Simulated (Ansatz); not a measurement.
# UPBE/def2-TZVP run of AlNH2F (SMILES [NH2][Al][F])

Aim: the vertical doublet–quartet gap of AlNH2F at UPBE/def2-TZVP, from 2 runs. 

Program for the calculation: Ansatz 0.2.0.

43 further runs of the same task are left out: 43 set aside as unsound or not needed.

### 1 The structure to begin with

AlNH2F has 5 atoms, charge 0, and is taken as a doublet. As SMILES, `[NH2][Al][F]`. The shape is that of a PBE0-D4/def2-TZVP optimisation. This is one conformer, not always the lowest.

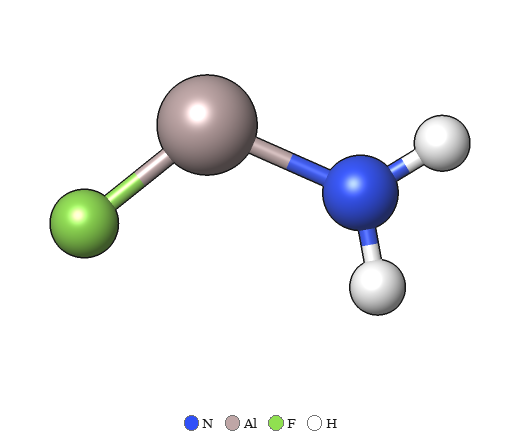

Viewed from a chosen angle; nitrogen blue, aluminium light grey, fluorine green, hydrogen white.

### 2 The energy at UPBE/def2-TZVP

File molecule.yaml:

```yaml
crystal:
  periodic: [false, false, false]
  atoms:
    - {symbol: N, position_ang: [-0.384700, 0.499000, -0.263800]}
    - {symbol: Al, position_ang: [0.632000, -0.282800, 0.949500]}
    - {symbol: F, position_ang: [1.228700, -1.786800, 0.590000]}
    - {symbol: H, position_ang: [-0.804300, 1.408300, -0.162700]}
    - {symbol: H, position_ang: [-0.621700, 0.088600, -1.154400]}
basis:
  gaussian:
    orbitals: def2-TZVP
magnetization:
  spin_polarized: true
  initial_magnetization: 1
hamiltonian:
  xc: pbe
accuracy: high
output: {orbitals: {seedname: orbitals}}
```

Started as:

```bash
$ ansatz run molecule.yaml --threads 1 --pin off --max-ram 2610MiB --events-out events.jsonl --progress --plain --runs-dir runs
```

The log of the run:

```text
Warning: RAYON_NUM_THREADS=1 ignored (pool sized by the plan → 1); use --threads N
Functional definition: PBE
  name "PBE"
  parameter kappa = 0.804
  parameter beta = 0.06672455060314922
  exchange = pbe_x(kappa = kappa, mu = beta*pi^2/3)
  correlation = pbe_c(beta = beta)
1848 factors; integrals over basis functions are off by at most 5.8e-9 eV
mean field evaluation 1: about -10818.8081 eV, gradient 6.1e1 eV
mean field evaluation 2: about -10750.3248 eV, gradient 1.2e2 eV
mean field evaluation 4: about -10832.0926 eV, gradient 6.3e0 eV
mean field evaluation 8: about -10832.2849 eV, gradient 1.6e-1 eV
mean field evaluation 16: about -10832.2851 eV, gradient 6.0e-5 eV
mean field -10832.28505711 eV, -398.0791334622 hartree, gradient 5.1e-8 eV, S^2 0.752012; 0 other end points of the search recorded, 0 dependent functions left out
reference -10832.28506065 eV, -398.0791335923 hartree; 16, 15 occupied and 95, 96 virtual orbitals, 1848 factors
Total energy: -10832.28506065 eV, -398.0791335923 hartree
```

It took 8.4 s on 1 thread of Arm Neoverse V1, shared host; peak memory 0.28 GiB.

### 3 The quartet at the same level

File input.yaml:

```yaml
crystal:
  periodic: [false, false, false]
  atoms:
    - {symbol: "N", position_ang: [-0.384700, 0.499000, -0.263800]}
    - {symbol: Al, position_ang: [0.632000, -0.282800, 0.949500]}
    - {symbol: F, position_ang: [1.228700, -1.786800, 0.590000]}
    - {symbol: H, position_ang: [-0.804300, 1.408300, -0.162700]}
    - {symbol: H, position_ang: [-0.621700, 0.088600, -1.154400]}
basis:
  gaussian: {orbitals: def2-TZVP}
magnetization: {spin_polarized: true, initial_magnetization: 3}
hamiltonian: {xc: {name: PBE}}
accuracy: high
output: {orbitals: {seedname: orbitals}}
```

Started as:

```bash
$ ansatz run input.yaml --threads 1 --pin off --max-ram 2610MiB --events-out events.jsonl --progress --plain --runs-dir runs
```

The log of the run (excerpt; [...] marks lines left out):

```text
Warning: RAYON_NUM_THREADS=1 ignored (pool sized by the plan → 1); use --threads N
[... 6 set-up lines as earlier in the session ...]
1848 factors; integrals over basis functions are off by at most 5.8e-9 eV
mean field evaluation 1: about -10821.1850 eV, gradient 4.0e1 eV
mean field evaluation 2: about -10806.1772 eV, gradient 7.7e1 eV
mean field evaluation 4: about -10826.7173 eV, gradient 3.8e0 eV
mean field evaluation 8: about -10826.7853 eV, gradient 5.7e-1 eV
mean field evaluation 16: about -10826.7876 eV, gradient 2.4e-4 eV
mean field evaluation 32: about -10815.9143 eV, gradient 3.6e1 eV
mean field evaluation 64: about -10826.6224 eV, gradient 1.2e0 eV
mean field -10826.78759717 eV, -397.8771055359 hartree, gradient 4.7e-8 eV, S^2 3.753248; 6 other end points of the search recorded, 0 dependent functions left out
reference -10826.78760090 eV, -397.8771056728 hartree; 17, 14 occupied and 94, 97 virtual orbitals, 1848 factors
Total energy: -10826.78760090 eV, -397.8771056728 hartree
```

Wall time 15 s (1 thread of Arm Neoverse V1, shared host); peak memory 0.31 GiB.

### 4 Results

At UPBE/def2-TZVP:

```
                                        quantity          value
                           doublet: total energy  -398.07913 Eh
     doublet: HOMO energy (highest over α and β)       -5.11 eV
      doublet: LUMO energy (lowest over α and β)       -3.39 eV
                                   doublet: ⟨S²⟩          0.752
                           quartet: total energy  -397.87711 Eh
     quartet: HOMO energy (highest over α and β)       -1.89 eV
                                   quartet: ⟨S²⟩          3.753
vertical energy of the quartet above the doublet       5.497 eV
```

In words: At this shape the quartet lies 5.50 eV (127 kcal/mol) above the doublet.
